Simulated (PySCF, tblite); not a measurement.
# CH13BN2Si3: geometry, infrared bands and NMR shifts

What infrared bands and NMR shifts should CH13BN2Si3 (`CB(N)[SiH2]N([SiH3])[SiH3]`) show?

The runs use tblite 0.8.0 and PySCF 2.14.0, with density-fitted response routines of our own; the level of theory stands in each step. All values are computed, except where a source is named. Atoms are numbered from 0 throughout.

## (1) The starting structure

20 atoms, charge 0, multiplicity 1; geometry from: force field or distance geometry start.

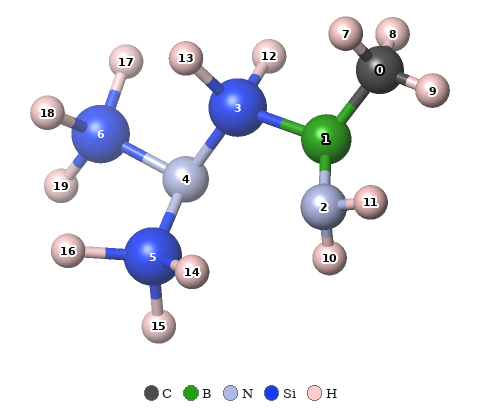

As it starts; carbon dark grey, boron green, nitrogen light blue, silicon blue, hydrogen pink, atoms numbered; sticks join atoms by distance.

## (2) Geometry optimisation with GFN2-xTB

The job: settings as JSON, then the geometry in Å.

```
{"job": {"kind": "relax", "xc": "GFN2-xTB", "basis": "xTB"}, "charge": 0, "multiplicity": 1}
C     -2.974500    -0.895000    -0.226300
B     -1.713600     0.001500    -0.585200
N     -1.916400     1.493800    -0.451500
Si    -0.026900    -0.850200    -0.185700
N      1.403900    -0.099700    -0.823600
Si     1.667100     1.594200    -0.468300
Si     2.809200    -0.980100    -0.108100
H     -2.993800    -1.012900     0.901400
H     -2.843500    -1.888300    -0.657800
H     -3.927700    -0.408200    -0.533300
H     -1.534200     1.979400    -1.289500
H     -2.951500     1.689500    -0.399600
H     -0.124500    -2.202100    -0.804100
H      0.135100    -1.104800     1.248700
H      0.515400     2.393900    -0.104800
H      2.274800     2.200300    -1.674400
H      2.733400     1.778000     0.570400
H      2.496700    -2.422600    -0.199500
H      2.919700    -0.645100     1.349100
H      4.046200    -0.611000    -0.790000
```

Run with:

```console
> OMP_NUM_THREADS=1 python probes_run.py task.json out
```

The driver reads the jobs from task.json and runs them one after another.

**Question.** This job is followed by: GFN2-xTB harmonic vibrations, gas phase; GIAO PBE0/pcSseg-1 NMR shielding, non-relativistic, gas phase. Predict these results of the whole session: strongest single infrared mode (GFN2-xTB); zero-point energy (GFN2-xTB); 13C shifts against TMS (PBE0/pcSseg-1); 1H shifts against TMS (PBE0/pcSseg-1, means over atoms taken as alike); 11B shifts against BF3·OEt2 (PBE0/pcSseg-1); 15N shifts against NH3 (PBE0/pcSseg-1); 29Si shifts against TMS (PBE0/pcSseg-1, means over atoms taken as alike).

The runs gave:

| quantity | value |
| --- | --- |
| strongest single infrared mode (GFN2-xTB) | 2221 cm⁻¹, 737 km/mol |
| zero-point energy (GFN2-xTB) | 86.2 kcal/mol |
| 13C shifts against TMS (PBE0/pcSseg-1) | 9.0 ppm |
| 1H shifts against TMS (PBE0/pcSseg-1, means over atoms taken as alike) | 5.06, 4.88, 4.75, 0.49 ppm |
| 11B shifts against BF3·OEt2 (PBE0/pcSseg-1) | 46.4 ppm |
| 15N shifts against NH3 (PBE0/pcSseg-1) | 135.4, -28.2 ppm |
| 29Si shifts against TMS (PBE0/pcSseg-1, means over atoms taken as alike) | -40.6, -48.4 ppm |

What this shows: Relaxing lowered the energy by 1.524 eV in 233 steps; the close pair that moved most is B1–N2, from 1.512 to 1.381 Å. No mode is imaginary among the 54: a minimum at this level. The strongest single mode, at 2221 cm⁻¹, is carried by H18, H16, H19, H14. Unscaled tight-binding wavenumbers are off by several per cent, some by more. Its intensities can rank the bands wrongly. At PBE0/pcSseg-1: Shielding is most anisotropic at N2 (span 184 ppm, paramagnetic term -188 ppm).
